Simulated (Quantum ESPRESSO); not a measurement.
Band structure of Si2Ni (Fm-3m, 3 atoms in the cell).

```
CELL_PARAMETERS angstrom
      0.00000     2.71578     2.71578
      2.71578     0.00000     2.71578
      2.71578     2.71578     0.00000
ATOMIC_POSITIONS crystal
  Si 0.25000 0.25000 0.25000
  Si 0.75000 0.75000 0.75000
  Ni 0.00000 0.00000 0.00000
```

Level of theory: PBE, SSSP 1.1.2 efficiency (PBE) pseudopotentials (plane waves; Quantum ESPRESSO).

Settings: ecutwfc = 50 Ry; ecutrho = 400 Ry; occupations = smearing; smearing = gauss; degauss = 0.0036749 Ry; potentials = {Si: Si.pbe-n-rrkjus_psl.1.0.0.UPF, Ni: ni_pbe_v1.4.uspp.F.UPF}; K_POINTS = automatic 11 11 11 0 0 0; nbnd = 19; conv_thr = 1e-10 Ry; mixing_beta = 0.3.

The starting cell comes from a database of computed structures (which also holds hypothetical and non-ambient phases and stackings), without a prior relaxation at this level. Its lattice was rescaled by a random factor within 2.5 % of one. Spin polarisation is off.

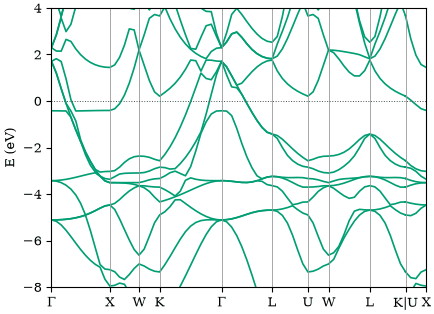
Bands along the path, energies from the Fermi level.

Levels in eV from the Fermi level, bands 10 to 17:
```
point     10     11     12     13     14    15    16    17
-----  -----  -----  -----  -----  -----  ----  ----  ----
Γ      -3.42  -0.42   1.71   1.71   1.71  2.30  2.30  2.30
X      -3.51  -3.51  -3.37  -3.03  -0.41  1.44  7.72  8.19
W      -3.64  -3.51  -3.09  -2.37   2.19  2.19  4.69  5.23
K      -3.70  -3.33  -2.84  -2.57   0.21  3.66  4.65  6.27
L      -3.24  -3.24  -1.42  -1.42   1.76  1.82  1.82  2.53
U      -3.70  -3.33  -2.84  -2.57   0.21  3.66  4.65  6.27
```

Bands cross the Fermi level along this path, so the cell is metallic at this level.
